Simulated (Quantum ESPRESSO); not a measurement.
# The valence band of WC as photoemission sees it, part 11 of 15

Wanted: projected DOS of WC, weighted into photoemission and X-ray emission spectra, at several levels of theory.

Quantum ESPRESSO 7.5; DFT, PBE, plane waves, ultrasoft GBRV pseudopotentials, scalar-relativistic (the session's first sound run).

So far. Step 9 (With spin–orbit coupling: bands): Of the bands kept, 4 cross the Fermi level on this path (spinor bands, one electron each). Step 10 (With PBEsol: self-consistent run): The run ends at a pressure of -5.47 GPa.

### Step 12. Projected DOS and spectra

Level of this step: DFT, PBEsol, plane waves, ultrasoft GBRV pseudopotentials, scalar-relativistic (Quantum ESPRESSO).

projwfc.x splits the states by atom and shell, which the spectra need, since each shell has its own cross section.

Input file projwfc.in:

```
&projwfc
  prefix = 'pes'
  outdir = './tmp'
  filpdos = 'pes'
  ngauss = 0
  degauss = 0.00735
  DeltaE = 0.05
  Emin = -9.5
  Emax = 32.5
/
```

Launch:

```sh
$ OMP_NUM_THREADS=1 mpirun -n 4 projwfc.x -nk 4 -in projwfc.in > projwfc.out
```

Log:

```text
[banner, memory and clock lines left out]
Program PROJWFC v.7.5 starts

          URL

     ./tmp/pes.save/

     IMPORTANT: XC functional enforced from input :
     Exchange-correlation= PBESOL
                           (   1   4  10   8   0   0   0)
     Any further DFT definition will be discarded
     Please, verify this is what you really want

     G-vector sticks info

     negative rho (up, down):  6.711E-02 0.000E+00

     Gaussian broadening (read from input): ngauss,degauss=   0    0.007350

     Calling projwave ....

  Problem Sizes
  natomwfc =           17
  nbnd     =           17
  nkstot   =          671
  npwx     =          622
  nkb      =           34

     Atomic states used for projection
     (read from pseudopotential files):

     state #   1: atom   1 (W  ), wfc  1 (l=0 m= 1)
     state #   2: atom   1 (W  ), wfc  2 (l=1 m= 1)
     state #   3: atom   1 (W  ), wfc  2 (l=1 m= 2)
     state #   4: atom   1 (W  ), wfc  2 (l=1 m= 3)
     state #   5: atom   1 (W  ), wfc  3 (l=2 m= 1)
     state #   6: atom   1 (W  ), wfc  3 (l=2 m= 2)
     state #   7: atom   1 (W  ), wfc  3 (l=2 m= 3)
     state #   8: atom   1 (W  ), wfc  3 (l=2 m= 4)
     state #   9: atom   1 (W  ), wfc  3 (l=2 m= 5)
     state #  10: atom   1 (W  ), wfc  4 (l=0 m= 1)
     state #  11: atom   1 (W  ), wfc  5 (l=1 m= 1)
     state #  12: atom   1 (W  ), wfc  5 (l=1 m= 2)
     state #  13: atom   1 (W  ), wfc  5 (l=1 m= 3)
     state #  14: atom   2 (C  ), wfc  1 (l=0 m= 1)
     state #  15: atom   2 (C  ), wfc  2 (l=1 m= 1)
     state #  16: atom   2 (C  ), wfc  2 (l=1 m= 2)
     state #  17: atom   2 (C  ), wfc  2 (l=1 m= 3)

 k =   0.0000000000  0.0000000000  0.0000000000
==== e(   1) =   -53.45787 eV ====
     psi = 0.952*[#   1]+0.040*[#  10]+0.008*[#  14]
    |psi|^2 = 1.000
==== e(   2) =   -17.44307 eV ====
     psi = 0.963*[#   2]+0.020*[#  15]+0.017*[#  11]
    |psi|^2 = 1.000
==== e(   3) =   -17.34018 eV ====
     psi = 0.478*[#   3]+0.478*[#   4]+0.019*[#  12]+0.019*[#  13]+0.002*[#  16]
          +0.002*[#  17]
    |psi|^2 = 1.000
==== e(   4) =   -17.34018 eV ====
     psi = 0.478*[#   3]+0.478*[#   4]+0.019*[#  12]+0.019*[#  13]+0.002*[#  16]
          +0.002*[#  17]
    |psi|^2 = 1.000
==== e(   5) =     6.06575 eV ====
     psi = 0.591*[#  10]+0.358*[#  14]+0.045*[#   1]+0.004*[#   5]
    |psi|^2 = 0.998
==== e(   6) =    16.16521 eV ====
     psi = 0.975*[#   5]+0.016*[#  10]+0.005*[#  14]
    |psi|^2 = 0.997
==== e(   7) =    17.16065 eV ====
     psi = 0.324*[#   8]+0.324*[#   9]+0.175*[#  16]+0.175*[#  17]
    |psi|^2 = 1.000
==== e(   8) =    17.16065 eV ====
     psi = 0.324*[#   8]+0.324*[#   9]+0.175*[#  16]+0.175*[#  17]
    |psi|^2 = 1.000
==== e(   9) =    20.61175 eV ====
     psi = 0.911*[#  15]+0.073*[#  11]+0.010*[#   2]
    |psi|^2 = 0.995
==== e(  10) =    23.72119 eV ====
     psi = 0.499*[#   6]+0.499*[#   7]
    |psi|^2 = 0.998
==== e(  11) =    23.72119 eV ====
     psi = 0.499*[#   6]+0.499*[#   7]
    |psi|^2 = 0.998
==== e(  12) =    26.14177 eV ====
     psi = 0.308*[#  16]+0.308*[#  17]+0.171*[#   8]+0.171*[#   9]+0.012*[#  12]
          +0.012*[#  13]
    |psi|^2 = 0.982
==== e(  13) =    26.14177 eV ====
     psi = 0.308*[#  16]+0.308*[#  17]+0.171*[#   8]+0.171*[#   9]+0.012*[#  12]
          +0.012*[#  13]
    |psi|^2 = 0.982
==== e(  14) =    26.90638 eV ====
     psi = 0.513*[#  14]+0.306*[#  10]+0.011*[#   5]+0.002*[#   1]
    |psi|^2 = 0.833
==== e(  15) =    34.75937 eV ====
     psi = 0.096*[#  14]+0.034*[#  10]+0.008*[#   5]
    |psi|^2 = 0.137
==== e(  16) =    37.14788 eV ====
     psi = 0.200*[#  12]+0.200*[#  13]+0.011*[#  16]+0.011*[#  17]+0.009*[#   3]
          +0.009*[#   4]+0.005*[#   8]+0.005*[#   9]
    |psi|^2 = 0.450
[...]
psi = 0.200*[#  12]+0.200*[#  13]+0.011*[#  16]+0.011*[#  17]+0.009*[#   3]
          +0.009*[#   4]+0.005*[#   8]+0.005*[#   9]
[...]
k =   0.0000000000  0.0000000000  0.0512321089
[...]
psi = 0.938*[#   1]+0.030*[#  10]+0.023*[#  11]+0.007*[#  14]+0.002*[#  15]

[...]
psi = 0.964*[#   2]+0.019*[#  15]+0.012*[#  11]+0.003*[#  10]+0.001*[#  14]

[...]
psi = 0.478*[#   3]+0.478*[#   4]+0.019*[#  12]+0.019*[#  13]+0.002*[#  16]
          +0.002*[#  17]
[...]
psi = 0.478*[#   3]+0.478*[#   4]+0.019*[#  12]+0.019*[#  13]+0.002*[#  16]
          +0.002*[#  17]
[...]
psi = 0.553*[#  10]+0.349*[#  14]+0.047*[#   1]+0.043*[#  11]+0.003*[#   5]
          +0.003*[#  15]
[...]
psi = 0.947*[#   5]+0.020*[#  15]+0.018*[#  10]+0.007*[#  14]+0.003*[#  11]
          +0.001*[#   1]+0.001*[#   2]
[...]
psi = 0.322*[#   8]+0.322*[#   9]+0.176*[#  16]+0.176*[#  17]
[...]
psi = 0.322*[#   8]+0.322*[#   9]+0.176*[#  16]+0.176*[#  17]
[...]
psi = 0.880*[#  15]+0.066*[#  11]+0.028*[#   5]+0.010*[#   2]+0.007*[#  14]
          +0.004*[#  10]
[...]
psi = 0.465*[#   6]+0.465*[#   7]+0.016*[#   8]+0.016*[#   9]+0.015*[#  16]
          +0.015*[#  17]
[...]
psi = 0.465*[#   6]+0.465*[#   7]+0.016*[#   8]+0.016*[#   9]+0.015*[#  16]
          +0.015*[#  17]
[...]
psi = 0.294*[#  16]+0.294*[#  17]+0.156*[#   8]+0.156*[#   9]+0.033*[#   6]
          +0.033*[#   7]+0.010*[#  12]+0.010*[#  13]
[...]
+0.033*[#   7]+0.010*[#  12]+0.010*[#  13]
[...]
+0.003*[#   1]
[...]
+0.002*[#   2]
[...]
+0.009*[#   4]+0.004*[#   8]+0.004*[#   9]
[...]
+0.009*[#   4]+0.004*[#   8]+0.004*[#   9]
[...]
k =   0.0000000000  0.0000000000  0.1024642177
[...]
+0.002*[#   5]
[...]
+0.002*[#  17]
[...]
+0.002*[#  17]
[...]
+0.004*[#   2]+0.002*[#   5]
[...]
+0.004*[#   2]+0.001*[#   1]
[...]
+0.004*[#   7]
[...]
+0.035*[#  17]+0.002*[#  12]+0.002*[#  13]
[...]
+0.035*[#  17]+0.002*[#  12]+0.002*[#  13]
[...]
+0.080*[#   7]+0.007*[#  12]+0.007*[#  13]
[...]
+0.080*[#   7]+0.007*[#  12]+0.007*[#  13]
[...]
+0.004*[#   1]+0.004*[#   2]
[...]
+0.005*[#  17]+0.002*[#   8]+0.002*[#   9]
[...]
k =   0.0000000000  0.0481125224  0.1024642177
[...]
+0.013*[#  13]+0.009*[#  15]+0.004*[#   2]+0.002*[#   5]
[...]
+0.004*[#   2]+0.002*[#  16]+0.002*[#  17]+0.002*[#   8]+0.002*[#   9]
[...]
+0.004*[#   6]+0.004*[#   7]+0.004*[#   5]+0.003*[#  10]+0.001*[#  15]

[...]
+0.019*[#  14]+0.010*[#  10]+0.007*[#   2]+0.005*[#   8]+0.005*[#   9]

[...]
+0.037*[#  16]+0.037*[#  17]+0.006*[#   5]+0.005*[#  11]+0.002*[#  14]
[...]
+0.082*[#   7]+0.024*[#  14]+0.007*[#  10]+0.005*[#  12]+0.005*[#  13]

[...]
+0.012*[#  17]+0.010*[#  12]+0.010*[#  13]+0.008*[#   5]+0.004*[#   1]
[...]
+0.002*[#   5]+0.002*[#  15]+0.002*[#   8]+0.002*[#   9]
[...]
k =   0.0000000000  0.0481125224  0.1536963266
[...]
k =   0.0000000000  0.0481125224  0.2049284355
[...]
+0.012*[#   2]+0.003*[#   1]+0.002*[#   6]+0.002*[#   7]
[...]
+0.009*[#  17]+0.001*[#   2]+0.001*[#  12]+0.001*[#  13]
[...]
+0.021*[#   2]+0.005*[#  12]+0.005*[#  13]+0.001*[#   5]
[...]
+0.015*[#   2]+0.005*[#   1]+0.003*[#   6]+0.003*[#   7]
[...]
+0.016*[#  13]+0.015*[#  14]+0.006*[#   5]+0.004*[#   2]
[...]
+0.017*[#   2]+0.008*[#   1]+0.003*[#   6]+0.003*[#   7]
[...]
+0.017*[#   2]+0.013*[#   1]+0.003*[#   6]+0.003*[#   7]
[...]
+0.117*[#   7]+0.003*[#  11]+0.001*[#   5]+0.001*[#  10]
[...]
+0.013*[#  17]+0.013*[#   5]+0.003*[#  15]+0.002*[#  10]
[...]
+0.002*[#   6]+0.002*[#   7]+0.001*[#  16]+0.001*[#  17]
[...]
psi = 0.929*[#   2]+0.053*[#  11]+0.015*[#  14]
[...]
+0.013*[#   1]+0.010*[#   5]+0.003*[#   6]+0.003*[#   7]
[...]
+0.031*[#  11]+0.008*[#   2]+0.002*[#  12]+0.002*[#  13]
[...]
psi = 0.927*[#   2]+0.057*[#  11]+0.015*[#  14]
[...]
psi = 0.470*[#   3]+0.470*[#   4]+0.029*[#  12]+0.029*[#  13]
[...]
psi = 0.469*[#   3]+0.469*[#   4]+0.031*[#  12]+0.031*[#  13]
[...]
psi = 0.285*[#   6]+0.285*[#   7]+0.213*[#  16]+0.213*[#  17]
[...]
psi = 0.498*[#   8]+0.498*[#   9]
[...]
psi = 0.273*[#  16]+0.273*[#  17]+0.206*[#   6]+0.206*[#   7]
[...]
psi = 0.016*[#  14]+0.015*[#  11]
[...]
psi = 0.963*[#   2]+0.019*[#  15]+0.018*[#  11]
[...]
psi = 0.499*[#   6]+0.499*[#   7]
[...]
psi = 0.413*[#   6]+0.413*[#   7]+0.153*[#  15]+0.017*[#  11]
[...]
k =   0.0000000000  0.0962250449  0.3073926532
[...]
psi = 0.474*[#   3]+0.474*[#   4]+0.025*[#  12]+0.025*[#  13]
[...]
k =   0.0000000000  0.0962250449  0.3586247620
[...]
psi = 0.472*[#   3]+0.472*[#   4]+0.027*[#  12]+0.027*[#  13]
[...]
k =   0.0000000000  0.0962250449  0.4098568709
[...]
psi = 0.471*[#   3]+0.471*[#   4]+0.028*[#  12]+0.028*[#  13]
[...]
psi = 0.637*[#   5]+0.272*[#  15]+0.015*[#  14]+0.014*[#  10]+
[... cut ...]
[...]
k =   0.2916666667  0.5051814856  0.2561605443
[...]
k =   0.2916666667  0.5051814856  0.3073926532
[...]
+0.006*[#   7]+0.002*[#  14]
[...]
+0.025*[#   5]+0.001*[#  10]
[...]
k =   0.2916666667  0.5051814856  0.3586247620
[...]
+0.004*[#   9]+0.003*[#  14]+0.001*[#  16]+0.001*[#  17]
[...]
+0.002*[#   4]+0.002*[#  11]+0.001*[#  10]
[...]
+0.002*[#  10]+0.002*[#  16]+0.002*[#  17]
[...]
+0.003*[#   3]+0.003*[#   4]+0.002*[#  11]
[...]
+0.011*[#  17]+0.009*[#  10]+0.002*[#   5]+0.002*[#  14]
[...]
+0.006*[#  11]+0.005*[#  10]+0.003*[#   3]+0.003*[#   4]
[...]
+0.002*[#   7]
[...]
+0.010*[#  17]
[...]
+0.020*[#  10]
[...]
+0.009*[#  10]
[...]
+0.003*[#  13]+0.002*[#   8]+0.002*[#   9]+0.001*[#  14]
[...]
+0.003*[#   3]+0.003*[#   4]
[...]
+0.001*[#   8]+0.001*[#   9]+0.001*[#  15]
[...]
+0.011*[#  13]+0.009*[#   2]+0.008*[#  14]+0.005*[#  15]
[...]
k =   0.2916666667  0.5051814856  0.4098568709
[...]
+0.001*[#  15]
[...]
+0.002*[#   4]
[...]
+0.003*[#   2]+0.001*[#  14]
[...]
+0.003*[#  12]+0.003*[#  13]+0.001*[#  16]+0.001*[#  17]
[...]
+0.002*[#   3]+0.002*[#   4]+0.001*[#  10]
[...]
+0.001*[#   3]+0.001*[#   4]+0.001*[#  11]
[...]
+0.004*[#  16]+0.004*[#  17]+0.004*[#   5]
[...]
+0.003*[#  14]+0.003*[#  12]+0.003*[#  13]
[...]
+0.006*[#   6]+0.006*[#   7]+0.003*[#   3]+0.003*[#   4]+0.001*[#   2]

[...]
+0.015*[#   9]+0.015*[#  15]+0.004*[#  12]+0.004*[#  13]
[...]
+0.029*[#  15]+0.017*[#  12]+0.017*[#  13]+0.005*[#  16]+0.005*[#  17]
          +0.003*[#   5]+0.001*[#  10]
[...]
psi = 0.197*[#  15]+0.178*[#   8]+0.178*[#   9]+0.101*[#   6]+0.101*[#   7]
          +0.087*[#  14]+0.044*[#  12]+0.044*[#  13]+0.020*[#  10]+0.018*[#  16]
          +0.018*[#  17]
[...]
psi = 0.193*[#  16]+0.193*[#  17]+0.154*[#   6]+0.154*[#   7]+0.068*[#  15]
          +0.055*[#  12]+0.055*[#  13]+0.050*[#   8]+0.050*[#   9]+0.008*[#  10]
          +0.004*[#  14]+0.002*[#  11]
[...]
psi = 0.775*[#  10]+0.033*[#   5]+0.032*[#   1]+0.028*[#  16]+0.028*[#  17]
          +0.011*[#  15]+0.005*[#  12]+0.005*[#  13]+0.004*[#   8]+0.004*[#   9]
          +0.003*[#   6]+0.003*[#   7]+0.003*[#  11]+0.001*[#  14]
    |psi|^2 = 0.934
==== e(  15) =    33.02593 eV ====
     psi = 0.311*[#  12]+0.311*[#  13]+0.063*[#  16]+0.063*[#  17]+0.043*[#   8]
          +0.043*[#   9]+0.036*[#  15]+0.035*[#   6]+0.035*[#   7]+0.004*[#  14]
          +0.003*[#   3]+0.003*[#   4]
    |psi|^2 = 0.951
==== e(  16) =    34.56335 eV ====
     psi = 0.023*[#  11]+0.012*[#  10]+0.006*[#  12]+0.006*[#  13]+0.006*[#   6]
          +0.006*[#   7]+0.004*[#   5]+0.004*[#  16]+0.004*[#  17]+0.004*[#  14]

    |psi|^2 = 0.079
==== e(  17) =    37.08141 eV ====
     psi = 0.677*[#  11]+0.058*[#  16]+0.058*[#  17]+0.009*[#   5]+0.009*[#   2]
          +0.003*[#  14]+0.002*[#   6]+0.002*[#   7]+0.002*[#  15]+0.001*[#  12]
          +0.001*[#  13]
    |psi|^2 = 0.823

 k =   0.2916666667  0.5051814856  0.4610889798
==== e(   1) =   -53.35506 eV ====
     psi = 0.965*[#   1]+0.031*[#  10]+0.001*[#  15]
    |psi|^2 = 1.000
==== e(   2) =   -17.98443 eV ====
     psi = 0.960*[#   2]+0.019*[#  16]+0.019*[#  17]
    |psi|^2 = 1.000
==== e(   3) =   -17.89257 eV ====
     psi = 0.481*[#   3]+0.481*[#   4]+0.028*[#  15]+0.003*[#   8]+0.003*[#   9]

    |psi|^2 = 1.000
==== e(   4) =   -17.70889 eV ====
     psi = 0.487*[#   3]+0.487*[#   4]+0.008*[#  15]+0.005*[#   8]+0.005*[#   9]
          +0.003*[#  12]+0.003*[#  13]
    |psi|^2 = 1.000
==== e(   5) =     9.58291 eV ====
     psi = 0.53
```

Wall time 2.5 s (4 MPI ranks of Intel Xeon at 2.60GHz (Ice Lake), shared host).

This step gave:

- share of occupied states in no projected shell: 0.0017 of the occupied states in the window
- DOS at the Fermi level: 0.2802 states/eV/cell

This run's widths, added to any smearing of the DOS itself: Gaussian 0.15 eV, Lorentzian 0.05 eV plus 0.08 an eV of depth. The intensity by binding energy, zero at the Fermi level; values in % of the maximum within 13 eV:

| binding energy (eV) | 21.2 eV | 60 eV | 250 eV | 1486.7 eV | 9251.7 eV |
| --- | --- | --- | --- | --- | --- |
| 0 | 13.1 | 13.3 | 3.28 | 12.7 | 12.9 |
| 2 | 46.8 | 45.7 | 12.8 | 37.5 | 37.7 |
| 4 | 79.8 | 78.2 | 27.4 | 60.2 | 60.8 |
| 6 | 52.5 | 51.8 | 21.4 | 38.7 | 41.2 |
| 8 | 7.50 | 8.14 | 6.13 | 5.81 | 6.76 |
| 10 | 7.03 | 13.4 | 25.9 | 9.51 | 9.57 |
| 12 | - | 18.3 | 40.5 | 12.8 | 15.9 |
| 14 | - | 3.65 | 8.99 | 2.61 | 4.44 |
| 16 | - | 0.973 | 1.88 | 0.700 | 0.919 |

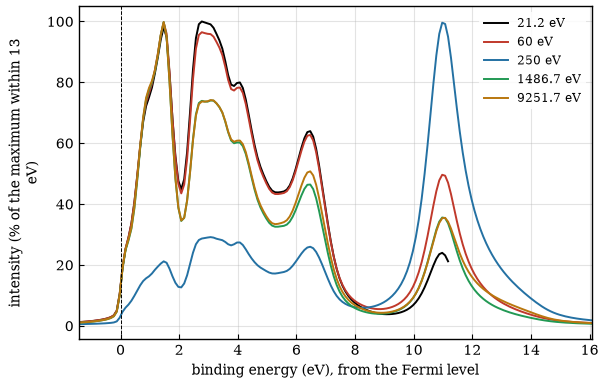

Intensity, plotted against binding energy.

Spectra as before, but with a recipe of its own (widths, and in some runs the light), which changes peak heights and what is resolved: Gaussian 0.15 eV, Lorentzian 0.05 eV plus 0.08 times the binding energy, linear light, analyser at 0°, Fermi edge at 77 K; some photon energies differ too.

The two runs compared:

| quantity | this run | base run | difference |
| --- | --- | --- | --- |
| DOS at the Fermi level (states/eV/cell) | 0.2802 | 0.2737 | 0.00650 |

(Part 11 of 15 ends here.)

[Logs are printed without paths, hosts, clocks, repeated set-up lines and the standing remarks that a program may print on its own settings, such as how far it seeks lower states.]

[Hosts, paths, dates, database ids (printed as entryN), source tags and the programs' standing remarks are cut or masked in the printed files.]

[Maps of the electrostatic potential energy from Ansatz leave out the sawtooth potential of an applied field or a dipole correction, so their vacuum need not be flat; work functions include it.]

[Peak lists hold at most the 14 tallest peaks of each spectrum; further lines can be left out.]
